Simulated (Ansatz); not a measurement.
# CH4AlNO: single points with varied inputs

How do the results and run time of CH4AlNO respond when the settings are drawn wide?

Method: the settings change from run to run; program: Ansatz 0.2.0, Gaussian basis.

## (1) The geometry

The geometry comes from an earlier relaxation with PBE0-D4 in a triple-zeta def2 set; it is a stationary point, not always the lowest conformer.

SMILES `N=[C](O)[AlH2]`, 8 atoms, charge 0, spin multiplicity 1.

Atoms are counted from 1 here; the program's logs count them from 0.

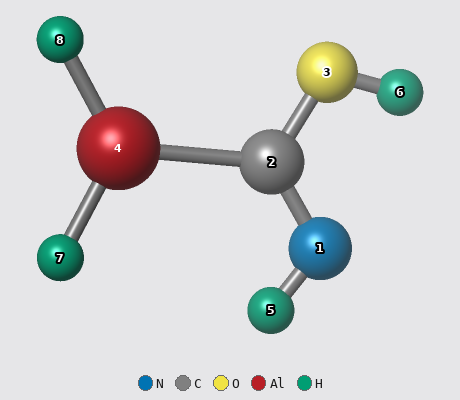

The geometry (nitrogen blue, carbon grey, oxygen yellow, aluminium red, hydrogen teal); atoms are numbered from 1 in the order of the file.

## (2) RPBE/STO-3G

Input file in.yaml:

```yaml
crystal:
  periodic: [false, false, false]
  atoms:
    - {symbol: N, position_ang: [0.327569, 1.298740, -0.840498]}
    - {symbol: C, position_ang: [0.373077, 0.412634, 0.069585]}
    - {symbol: O, position_ang: [1.252489, 0.576175, 1.080379]}
    - {symbol: Al, position_ang: [-0.766683, -1.213666, 0.117795]}
    - {symbol: H, position_ang: [-0.367274, 1.073196, -1.547212]}
    - {symbol: H, position_ang: [1.724937, 1.408030, 0.909219]}
    - {symbol: H, position_ang: [-1.765416, -1.312522, -1.108465]}
    - {symbol: H, position_ang: [-0.686599, -2.299687, 1.263297]}
basis:
  gaussian: {orbitals: STO-3G}
hamiltonian: {xc: {name: RPBE}}
```

Launch:

```bash
$ ansatz run in.yaml --threads 2 --pin off --events-out ev --progress --plain --max-ram 4352MiB
```

Standard output:

```text
Functional definition: RPBE
  name "RPBE"
  cite "Hammer, Hansen & Nørskov, Phys. Rev. B 59, 7413 (1999) doi:10.1103/PhysRevB.59.7413"
  cite "Perdew, Burke & Ernzerhof, Phys. Rev. Lett. 77, 3865 (1996) doi:10.1103/PhysRevLett.77.3865"
  parameter kappa = 0.804
  parameter beta = 0.06672455060314922
  exchange = rpbe_x(kappa = kappa, mu = beta*pi^2/3)
  correlation = pbe_c(beta = beta)
361 factors; integrals over basis functions are off by at most 3.7e-5 eV
mean field evaluation 1: about -11090.0481 eV, gradient 3.4e1 eV
mean field evaluation 2: about -11019.2580 eV, gradient 1.2e2 eV
mean field evaluation 4: about -11093.5541 eV, gradient 8.8e0 eV
mean field evaluation 8: about -11093.7346 eV, gradient 1.6e-1 eV
mean field -11093.73472248 eV, -407.6872314476 hartree, gradient 7.0e-5 eV, S^2 0.000000; 0 other end points of the search recorded, 0 dependent functions left out
reference -11093.73474301 eV, -407.6872322023 hartree; 19, 19 occupied and 9, 9 virtual orbitals, 361 factors
Total energy: -11093.73474301 eV, -407.6872322023 hartree
```

Run time: 0.45 s. Hardware: 2 threads of Arm Neoverse V1, shared host.

## (3) CCSD/def2-TZVPD

Options: correlated electrons set to outside_noble_gas.

Changes to in.yaml since step 2:

```diff
@@ -12,3 +12,4 @@
 basis:
-  gaussian: {orbitals: STO-3G}
-hamiltonian: {xc: {name: RPBE}}
+  gaussian: {orbitals: def2-TZVPD}
+hamiltonian: {xc: {name: HF}}
+correlation: {method: ccsd, electrons: outside_noble_gas}
```

The command is unchanged.

Standard output (excerpt; [...] marks lines left out):

```text
Functional definition: HF
  name "HF"
  cite "Fock, Z. Phys. 61, 126 (1930) doi:10.1007/BF01340294"
  parent pbe
[...]
1301 factors; integrals over basis functions are off by at most 8.8e-4 eV
[...]
mean field -11196.90831482 eV, -411.4787910325 hartree, gradient 1.5e-6 eV, S^2 0.000000; 0 other end points of the search recorded, 0 dependent functions left out
8 core orbitals not correlated: weight in the atoms' cores, before any rotation towards them, 1.000 or more for the frozen orbitals, at most 0.000 for the correlated occupied ones
reference -11196.90831482 eV, -411.4787910325 hartree; 11, 11 occupied and 174, 174 virtual orbitals, 1301 factors
second order -18.24667142 eV of doubles, -0.00000000 eV of singles
cycle   1  -18.28329128 eV  change   -3.7e-2 eV  update   1.1e-1
[...]
cycle  10  -18.92985734 eV  change   -4.5e-6 eV  update   2.2e-5
Total energy: -11215.83817215 eV, -412.1744504585 hartree
```

It took 26 s on 2 threads of Arm Neoverse V1, shared host; peak memory 2.2 GiB.

T1 0.015.

## (4) r2SCAN0/cc-pVTZ

This run has D3(BJ) with three-body dispersion.

Changes to in.yaml since step 3:

```diff
@@ -12,4 +12,3 @@
 basis:
-  gaussian: {orbitals: def2-TZVPD}
-hamiltonian: {xc: {name: HF}}
-correlation: {method: ccsd, electrons: outside_noble_gas}
+  gaussian: {orbitals: cc-pVTZ}
+hamiltonian: {xc: {name: r2SCAN0}, dispersion: d3bjatm}
```

The command is unchanged.

Standard output (excerpt; [...] marks lines left out):

```text
Functional definition: r2SCAN0
  name "r2SCAN0"
  cite "Bursch, Neugebauer, Ehlert & Grimme, J. Chem. Phys. 156, 134105 (2022) doi:10.1063/5.0086040"
  cite "Furness, Kaplan, Ning, Perdew & Sun, J. Phys. Chem. Lett. 11, 8208 (2020) doi:10.1021/acs.jpclett.0c02405"
  cite "Furness, Kaplan, Ning, Perdew & Sun, J. Phys. Chem. Lett. 11, 9248 (2020) doi:10.1021/acs.jpclett.0c03077"
  parent r2scan
[...]
1043 factors; their error is unknown
[...]
mean field -11233.17464568 eV, -412.8115541095 hartree, gradient 2.2e-5 eV, S^2 0.000000; 0 other end points of the search recorded, 0 dependent functions left out
reference -11233.17465669 eV, -412.8115545140 hartree; 19, 19 occupied and 161, 161 virtual orbitals, 1043 factors
Total energy: -11233.21695930 eV, -412.8131091063 hartree
```

Wall time 4.8 s (2 threads of Arm Neoverse V1, shared host); peak memory 0.38 GiB.

## (5) rPW86-PBE/6-31G*

Set apart from the defaults: a point charge of 1.00 e beside it, relativity set to scalar.

Changes to in.yaml since step 4:

```diff
@@ -12,3 +12,3 @@
 basis:
-  gaussian: {orbitals: cc-pVTZ}
-hamiltonian: {xc: {name: r2SCAN0}, dispersion: d3bjatm}
+  gaussian: {orbitals: "6-31G*", point_charges: [{charge: 1.00, position_ang: [5.612, 0.268, 0.816]}]}
+hamiltonian: {xc: {name: rPW86-PBE}, pseudopotentials: {relativity: scalar}}
```

The command is unchanged.

Standard output:

```text
Functional definition: rPW86-PBE
  name "rPW86-PBE"
  cite "Murray, Lee & Langreth, J. Chem. Theory Comput. 5, 2754 (2009) doi:10.1021/ct900365q"
  cite "Perdew, Burke & Ernzerhof, Phys. Rev. Lett. 77, 3865 (1996) doi:10.1103/PhysRevLett.77.3865"
  parent pbe
  exchange = rpw86_x
  correlation = pbe_c
862 factors; their error is unknown
mean field evaluation 1: about -11255.8947 eV, gradient 6.4e1 eV
mean field evaluation 2: about -11195.6888 eV, gradient 1.5e2 eV
mean field evaluation 4: about -11262.9384 eV, gradient 2.7e1 eV
mean field evaluation 8: about -11264.4386 eV, gradient 1.5e-1 eV
mean field evaluation 16: about -11264.3964 eV, gradient 1.9e-4 eV
mean field -11264.39642102 eV, -413.9589331904 hartree, gradient 3.2e-5 eV, S^2 0.000000; 0 other end points of the search recorded, 0 dependent functions left out
reference -11264.39652967 eV, -413.9589371831 hartree; 19, 19 occupied and 53, 53 virtual orbitals, 862 factors
Total energy: -11264.39652967 eV, -413.9589371831 hartree
Relativity: scalar
```

Wall time 2.6 s (2 threads of Arm Neoverse V1, shared host).

## (6) CAM-B3LYP/pcseg-2

This run has D4 dispersion.

Changes to in.yaml since step 5:

```diff
@@ -12,3 +12,4 @@
 basis:
-  gaussian: {orbitals: "6-31G*", point_charges: [{charge: 1.00, position_ang: [5.612, 0.268, 0.816]}]}
-hamiltonian: {xc: {name: rPW86-PBE}, pseudopotentials: {relativity: scalar}}
+  gaussian: {orbitals: pcseg-2}
+hamiltonian: {xc: {name: CAM-B3LYP}, dispersion: d4}
+output: {forces: true}
```

Same command.

Standard output (excerpt; [...] marks lines left out):

```text
Functional definition: CAM-B3LYP
  name "CAM-B3LYP"
  cite "Yanai, Tew & Handy, Chem. Phys. Lett. 393, 51 (2004) doi:10.1016/j.cplett.2004.06.011"
  cite "Iikura, Tsuneda, Yanai & Hirao, J. Chem. Phys. 115, 3540 (2001) doi:10.1063/1.1383587"
  cite "Becke, Phys. Rev. A 38, 3098 (1988) doi:10.1103/PhysRevA.38.3098"
  cite "Lee, Yang & Parr, Phys. Rev. B 37, 785 (1988) doi:10.1103/PhysRevB.37.785"
  cite "Vosko, Wilk & Nusair, Can. J. Phys. 58, 1200 (1980) doi:10.1139/p80-159"
[...]
  # Exact exchange under (alpha + beta erf(omega r))/r, Becke's under what is left of 1/r.
[...]
937 factors; their error is unknown
245 factors; integrals over basis functions are off by at most 4.4e-5 eV
[...]
mean field -11235.83525301 eV, -412.9093296256 hartree, gradient 2.1e-5 eV, S^2 0.000000; 0 other end points of the search recorded, 0 dependent functions left out
[...]
reference -11235.83538704 eV, -412.9093345510 hartree; 19, 19 occupied and 161, 161 virtual orbitals, 937 factors
Total energy: -11235.94682063 eV, -412.9134296598 hartree
Atom 0 at     0.327569     1.298740    -0.840498 Å, force    -0.060971    -0.226806     0.133044 eV/Å
Atom 1 at     0.373077     0.412634     0.069585 Å, force    -0.183310     0.024765    -0.264662 eV/Å
Atom 2 at     1.252489     0.576175     1.080379 Å, force     0.113482     0.154303     0.001522 eV/Å
Atom 3 at    -0.766683    -1.213666     0.117795 Å, force    -0.052257    -0.072603     0.001411 eV/Å
Atom 4 at    -0.367274     1.073196    -1.547212 Å, force     0.086329     0.065106     0.054203 eV/Å
Atom 5 at     1.724937     1.408030     0.909219 Å, force    -0.014246    -0.087403     0.065605 eV/Å
Atom 6 at    -1.765416    -1.312522    -1.108465 Å, force     0.109444     0.010985     0.133287 eV/Å
Atom 7 at    -0.686599    -2.299687     1.263297 Å, force     0.001529     0.131654    -0.124409 eV/Å
Dipole moment:    -0.164463    -0.204628    -0.022633 e Å
```

Run time: 3.7 s. Hardware: 2 threads of Arm Neoverse V1, shared host; peak memory 0.39 GiB.

Largest force 0.323 eV/Å, dipole 1.27 D.

## (7) B2GP-PLYP/cc-pVDZ

Changes to in.yaml since step 6:

```diff
@@ -12,4 +12,4 @@
 basis:
-  gaussian: {orbitals: pcseg-2}
-hamiltonian: {xc: {name: CAM-B3LYP}, dispersion: d4}
+  gaussian: {orbitals: cc-pVDZ}
+hamiltonian: {xc: {name: B2GP-PLYP}}
 output: {forces: true}
```

The command is unchanged.

Standard output (excerpt; [...] marks lines left out):

```text
Functional definition: B2GP-PLYP
  name "B2GP-PLYP"
  cite "Karton, Tarnopolsky, Lamère, Schatz & Martin, J. Phys. Chem. A 112, 12868 (2008) doi:10.1021/jp801805p"
  cite "Becke, Phys. Rev. A 38, 3098 (1988) doi:10.1103/PhysRevA.38.3098"
  cite "Lee, Yang & Parr, Phys. Rev. B 37, 785 (1988) doi:10.1103/PhysRevB.37.785"
[...]
749 factors; integrals over basis functions are off by at most 1.3e-3 eV
[...]
mean field -11219.18808192 eV, -412.2975573716 hartree, gradient 9.3e-6 eV, S^2 0.000000; 0 other end points of the search recorded, 0 dependent functions left out
8 core orbitals not correlated: weight in the atoms' cores, before any rotation towards them, 1.000 or more for the frozen orbitals, at most 0.000 for the correlated occupied ones
reference -11219.18820224 eV, -412.2975617934 hartree; 11, 11 occupied and 61, 61 virtual orbitals, 749 factors
second order -17.28458267 eV of doubles, -0.00000000 eV of singles
[...]
Total energy: -11225.41065200 eV, -412.5262326044 hartree
Atom 0 at     0.327569     1.298740    -0.840498 Å, force     0.227246     0.782770    -0.452126 eV/Å
Atom 1 at     0.373077     0.412634     0.069585 Å, force    -0.188324    -0.495286     0.226874 eV/Å
Atom 2 at     1.252489     0.576175     1.080379 Å, force     0.212901    -0.187347     0.461405 eV/Å
Atom 3 at    -0.766683    -1.213666     0.117795 Å, force    -0.057373    -0.112114     0.032480 eV/Å
Atom 4 at    -0.367274     1.073196    -1.547212 Å, force    -0.200528    -0.114681    -0.154405 eV/Å
Atom 5 at     1.724937     1.408030     0.909219 Å, force     0.019319     0.146156    -0.113966 eV/Å
Atom 6 at    -1.765416    -1.312522    -1.108465 Å, force    -0.001110    -0.019018     0.015727 eV/Å
Atom 7 at    -0.686599    -2.299687     1.263297 Å, force    -0.012130    -0.000480    -0.015988 eV/Å
Dipole moment:    -0.115926    -0.118785    -0.040554 e Å
```

Wall time 3.8 s (2 threads of Arm Neoverse V1, shared host).

Largest force 0.932 eV/Å, dipole 0.82 D.

## (8) PBE0/aug-cc-pVDZ

This run has unrestricted orbitals, density fitting with def2-universal-jkfit, the search for lower states set to full.

Changes to in.yaml since step 7:

```diff
@@ -12,4 +12,5 @@
 basis:
-  gaussian: {orbitals: cc-pVDZ}
-hamiltonian: {xc: {name: B2GP-PLYP}}
-output: {forces: true}
+  gaussian: {orbitals: aug-cc-pVDZ, fitting: {mean_field: def2-universal-jkfit}}
+magnetization: {spin_polarized: true, initial_magnetization: 0}
+hamiltonian: {xc: {name: PBE0}}
+scf: {lower_state_search: full}
```

The command is unchanged.

Standard output:

```text
Functional definition: PBE0
  name "PBE0"
  cite "Adamo & Barone, J. Chem. Phys. 110, 6158 (1999) doi:10.1063/1.478522"
  cite "Perdew, Burke & Ernzerhof, Phys. Rev. Lett. 77, 3865 (1996) doi:10.1103/PhysRevLett.77.3865"
  parent pbe
  parameter a = 0.25
  parameter kappa = 0.804
  parameter beta = 0.06672455060314922
  exchange = (1 - a)*pbe_x(kappa = kappa, mu = beta*pi^2/3) + a*exact_x
  correlation = pbe_c(beta = beta)
429 factors; integrals over basis functions are off by at most 3.9e-1 eV
mean field evaluation 1: about -11220.5250 eV, gradient 4.1e1 eV
mean field evaluation 2: about -11220.5249 eV, gradient 4.1e1 eV
mean field evaluation 4: about -11226.9214 eV, gradient 1.2e1 eV
mean field evaluation 8: about -11227.6041 eV, gradient 1.9e-1 eV
mean field evaluation 16: about -11227.6043 eV, gradient 1.5e-5 eV
mean field -11227.60427725 eV, -412.6068468456 hartree, gradient 1.5e-5 eV, S^2 0.000000; 0 other end points of the search recorded, 0 dependent functions left out
reference -11227.60432518 eV, -412.6068486070 hartree; 19, 19 occupied and 113, 113 virtual orbitals, 429 factors
Total energy: -11227.60432518 eV, -412.6068486070 hartree
```

Wall time 3.6 s (2 threads of Arm Neoverse V1, shared host).

⟨S²⟩ 0.000.

## (9) wB97X-V/def2-mTZVPP

This run has charge -1, multiplicity 2.

Changes to in.yaml since step 8:

```diff
@@ -12,5 +12,6 @@
 basis:
-  gaussian: {orbitals: aug-cc-pVDZ, fitting: {mean_field: def2-universal-jkfit}}
-magnetization: {spin_polarized: true, initial_magnetization: 0}
-hamiltonian: {xc: {name: PBE0}}
-scf: {lower_state_search: full}
+  gaussian: {orbitals: def2-mTZVPP}
+total_charge: -1
+magnetization: {spin_polarized: true, initial_magnetization: 1}
+hamiltonian: {xc: {name: wB97X-V}}
+output: {forces: true}
```

Launched as before.

Standard output (excerpt; [...] marks lines left out):

```text
Functional definition: wB97X-V
  name "wB97X-V"
  cite "Mardirossian & Head-Gordon, Phys. Chem. Chem. Phys. 16, 9904 (2014) doi:10.1039/C3CP54374A"
  cite "Becke, J. Chem. Phys. 107, 8554 (1997) doi:10.1063/1.475007"
  cite "Vydrov & Van Voorhis, J. Chem. Phys. 133, 244103 (2010) doi:10.1063/1.3521275"
[...]
      + integral(e_c_pw_opposite_spin*poly(b97_u_opposite, cos0, cos1)) + vv10(b, c)
964 factors; their error is unknown
250 factors; integrals over basis functions are off by at most 9.2e-6 eV
[...]
mean field -11234.66278534 eV, -412.8662422334 hartree, gradient 7.9e-6 eV, S^2 0.754731; 0 other end points of the search recorded, 0 dependent functions left out
[...]
reference -11234.66278492 eV, -412.8662422180 hartree; 20, 19 occupied and 89, 90 virtual orbitals, 964 factors
Total energy: -11234.66278492 eV, -412.8662422180 hartree
Atom 0 at     0.327569     1.298740    -0.840498 Å, force     0.539250     1.254355    -0.489640 eV/Å
Atom 1 at     0.373077     0.412634     0.069585 Å, force    -1.172700    -1.312689    -0.293933 eV/Å
Atom 2 at     1.252489     0.576175     1.080379 Å, force     0.894173     0.504624     0.701522 eV/Å
Atom 3 at    -0.766683    -1.213666     0.117795 Å, force    -0.056238    -0.106337     0.025249 eV/Å
Atom 4 at    -0.367274     1.073196    -1.547212 Å, force    -0.001887    -0.165803     0.157653 eV/Å
Atom 5 at     1.724937     1.408030     0.909219 Å, force    -0.046085     0.030063    -0.089779 eV/Å
Atom 6 at    -1.765416    -1.312522    -1.108465 Å, force    -0.192631    -0.013979    -0.241629 eV/Å
Atom 7 at    -0.686599    -2.299687     1.263297 Å, force     0.036119    -0.190234     0.230557 eV/Å
Dipole moment:     0.511560     0.655821     0.049637 e Å
```

It took 12 s on 2 threads of Arm Neoverse V1, shared host; peak memory 0.38 GiB.

Largest force 1.785 eV/Å, ⟨S²⟩ 0.755.

## (10) wB97X-V/cc-pVTZ-DK

Changes to in.yaml since step 9:

```diff
@@ -12,6 +12,3 @@
 basis:
-  gaussian: {orbitals: def2-mTZVPP}
-total_charge: -1
-magnetization: {spin_polarized: true, initial_magnetization: 1}
+  gaussian: {orbitals: cc-pVTZ-DK}
 hamiltonian: {xc: {name: wB97X-V}}
-output: {forces: true}
```

Launched as before.

Standard output (excerpt; [...] marks lines left out):

```text
Functional definition: wB97X-V
  name "wB97X-V"
  cite "Mardirossian & Head-Gordon, Phys. Chem. Chem. Phys. 16, 9904 (2014) doi:10.1039/C3CP54374A"
  cite "Becke, J. Chem. Phys. 107, 8554 (1997) doi:10.1063/1.475007"
  cite "Vydrov & Van Voorhis, J. Chem. Phys. 133, 244103 (2010) doi:10.1063/1.3521275"
[...]
      + integral(e_c_pw_opposite_spin*poly(b97_u_opposite, cos0, cos1)) + vv10(b, c)
1034 factors; their error is unknown
240 factors; integrals over basis functions are off by at most 1.5e-5 eV
[...]
mean field -11249.25384866 eV, -413.4024539200 hartree, gradient 2.1e-5 eV, S^2 0.000000; 0 other end points of the search recorded, 0 dependent functions left out
reference -11249.25384646 eV, -413.4024538392 hartree; 19, 19 occupied and 161, 161 virtual orbitals, 1034 factors
Total energy: -11249.25384646 eV, -413.4024538392 hartree
Relativity: scalar
```

Run time: 8 s. Hardware: 2 threads of Arm Neoverse V1, shared host; peak memory 0.46 GiB.

## (11) The runs in one table

| level | charge | multiplicity | geometry | functions | energy (eV) | time |
| --- | --- | --- | --- | --- | --- | --- |
| RPBE/STO-3G | 0 | 1 | relaxed | 28 | -11093.735 | 0.45 s |
| CCSD/def2-TZVPD | 0 | 1 | relaxed | 193 | -11215.838 | 26 s |
| r2SCAN0/cc-pVTZ | 0 | 1 | relaxed | 180 | -11233.217 | 4.8 s |
| rPW86-PBE/6-31G* | 0 | 1 | relaxed, point charge | 72 | -11264.397 | 2.6 s |
| CAM-B3LYP/pcseg-2 | 0 | 1 | relaxed | 180 | -11235.947 | 3.7 s |
| B2GP-PLYP/cc-pVDZ | 0 | 1 | relaxed | 80 | -11225.411 | 3.8 s |
| PBE0/aug-cc-pVDZ | 0 | 1 | relaxed | 132 | -11227.604 | 3.6 s |
| wB97X-V/def2-mTZVPP | -1 | 2 | relaxed | 109 | -11234.663 | 12 s |
| wB97X-V/cc-pVTZ-DK | 0 | 1 | relaxed | 180 | -11249.254 | 8 s |

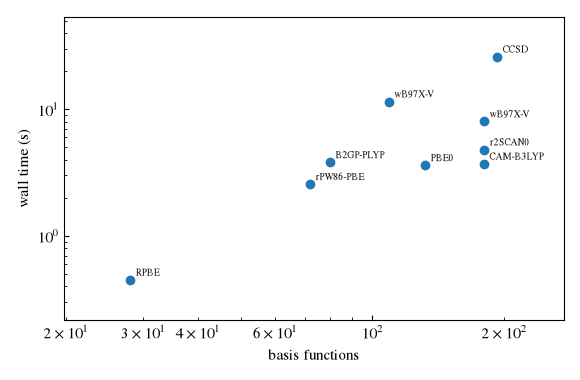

Wall time against the number of basis functions (shared host).

## (12) Outcome

| quantity | value |
| --- | --- |
| runs | 9 |
| quickest | RPBE/STO-3G, 0.45 s |
| slowest | CCSD/def2-TZVPD, 26 s |
| spread of total energies, same state and geometry | 155.5 eV |
| dipole, same state and geometry | 0.82 to 1.27 D |

**Reading.** CCSD/def2-TZVPD took 58 times as long as RPBE/STO-3G. The jobs differ in tasks and options as well as level. Total energies at one charge and spin differ by 156 eV between levels, so only differences within one level mean anything. Some of these runs are scalar-relativistic and others not, which shifts the totals of all-electron atoms past neon by eV; core potentials, where a basis has them, take the core out of the total altogether. At the PBE0-D4/def2-TZVP geometry and in the same state, runs without warnings or point charges leave forces up to 0.93 eV/Å (B2GP-PLYP/cc-pVDZ).
